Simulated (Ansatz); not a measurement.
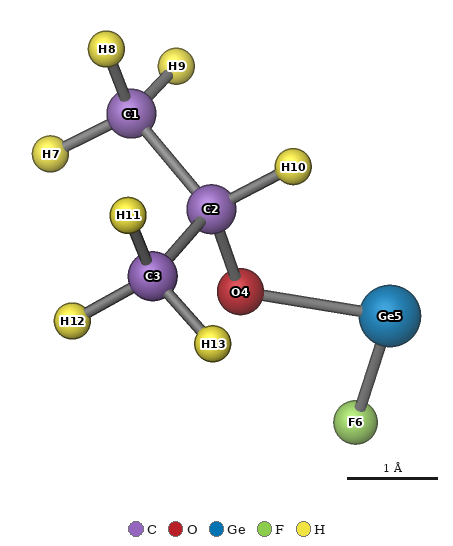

**Figure 1.** The structure as given in the input (ball-and-stick view, seen at a tilt; atoms are numbered from 1 in the order of the input). Sticks mark near contacts. Bond lengths as drawn: C–C 1.51 Å, C–H 1.09 to 1.10 Å, C–O 1.42 Å, F–Ge 1.75 Å and Ge–O 1.77 Å.

**C$_{3}$H$_{7}$FGeO: a changed input and its effect**

System: C$_{3}$H$_{7}$FGeO, SMILES CC(C)[O][Ge][F].
Method of run 1: RKS SPW92 (LDA)/def2-TZVPP (Ansatz 0.2.0).

The geometry comes from this level: PBE0-D4/def2-TZVP. Text and figures count atoms from 1; the logs count them from 0 in places.

The input, run 1:
```yaml
crystal:
  periodic: [false, false, false]
  atoms:
    - {symbol: C, position_ang: [-0.831899, -1.039698, 0.701890]}
    - {symbol: C, position_ang: [0.224299, -0.059813, 0.234668]}
    - {symbol: C, position_ang: [1.004882, -0.576681, -0.956010]}
    - {symbol: O, position_ang: [-0.413562, 1.157102, -0.131778]}
    - {symbol: Ge, position_ang: [-0.039965, 2.684172, 0.687712]}
    - {symbol: F, position_ang: [-1.145550, 3.656992, -0.259880]}
    - {symbol: H, position_ang: [-1.554630, -1.218424, -0.097659]}
    - {symbol: H, position_ang: [-0.378228, -1.993278, 0.982196]}
    - {symbol: H, position_ang: [-1.370452, -0.646108, 1.566338]}
    - {symbol: H, position_ang: [0.928393, 0.119368, 1.064767]}
    - {symbol: H, position_ang: [1.499827, -1.520174, -0.714083]}
    - {symbol: H, position_ang: [0.331463, -0.741975, -1.800254]}
    - {symbol: H, position_ang: [1.765924, 0.143619, -1.263109]}
basis:
  gaussian: {orbitals: def2-TZVPP}
hamiltonian: {xc: lda}
output: {orbitals: {seedname: orbitals}}
```

Command:
```bash
ansatz run in.yaml --threads 8 --pin off --events-out ev --progress --plain --max-ram 18278MiB
```

Hardware: 8 threads of Arm Neoverse V1, 23 GiB of memory available, shared host.

Output (run 1):
```
Functional definition: SPW92
  exchange = slater_x
  correlation = pw_c
1618 factors; their error is unknown
mean field evaluation 1: about -64343.8220 eV, gradient 1.0e2 eV
mean field evaluation 2: about -64214.1140 eV, gradient 2.5e2 eV
mean field evaluation 4: about -64363.3336 eV, gradient 2.8e1 eV
mean field evaluation 8: about -64364.5457 eV, gradient 5.7e-1 eV
mean field evaluation 16: about -64364.5052 eV, gradient 1.7e-3 eV
mean field -64364.50524573 eV, -2365.3519399520 hartree, gradient 7.7e-5 eV, S^2 0.000000; 0 other end points of the search recorded, 0 dependent functions left out
reference -64364.50528687 eV, -2365.3519414638 hartree; 37, 37 occupied and 264, 264 virtual orbitals, 1618 factors
Total energy: -64364.50528687 eV, -2365.3519414638 hartree
```

The input of run 2 differs as follows (lines with − go, lines with + come):
```diff
-hamiltonian: {xc: lda}
+hamiltonian: {xc: {name: revPBE}, dispersion: d4}
```

What does this change do to the results?

The total energies belong to different models, so their difference says nothing on which is more stable or more accurate. The HOMO goes from −6.68 to −6.40 eV. The LUMO goes from −2.92 to −2.58 eV.

Output (run 2):
```
Functional definition: revPBE
  parameter kappa = 1.245
  parameter beta = 0.06672455060314922
  exchange = pbe_x(kappa = kappa, mu = beta*pi^2/3)
  correlation = pbe_c(beta = beta)
1618 factors; their error is unknown
mean field evaluation 1: about -64486.8302 eV, gradient 9.6e1 eV
mean field evaluation 2: about -64367.4455 eV, gradient 2.3e2 eV
mean field evaluation 4: about -64504.7477 eV, gradient 2.4e1 eV
mean field evaluation 8: about -64505.6243 eV, gradient 4.5e-1 eV
mean field evaluation 16: about -64505.5792 eV, gradient 1.7e-3 eV
mean field -64505.57918944 eV, -2370.5363117599 hartree, gradient 1.5e-5 eV, S^2 0.000000; 0 other end points of the search recorded, 0 dependent functions left out
reference -64505.57924506 eV, -2370.5363138041 hartree; 37, 37 occupied and 264, 264 virtual orbitals, 1618 factors
Total energy: -64506.47605255 eV, -2370.5692708713 hartree
```

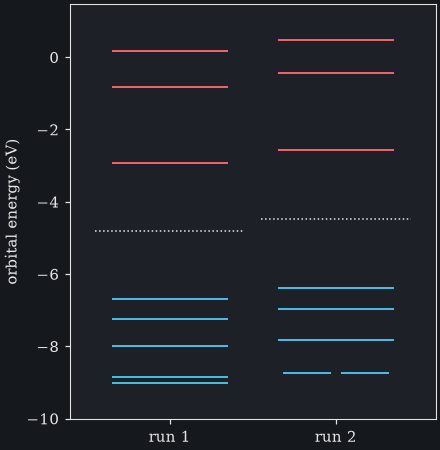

**Figure 2.** The five highest filled and three lowest empty orbital energies of the two runs; the dotted lines part filled from empty levels. The HOMO–LUMO gap is 3.76 eV in run 1 and 3.82 eV in run 2.

The two runs side by side:

| quantity | run 1 | run 2 |
| --- | --- | --- |
| outcome | converged | converged |
| total energy (hartree) | −2365.351941 | −2370.569271 |
| HOMO (eV) | −6.68 | −6.40 |
| LUMO (eV) | −2.92 | −2.58 |
| basis functions | 301 | 301 |
| wall time (shared host) | 1.9 s | 2.1 s |
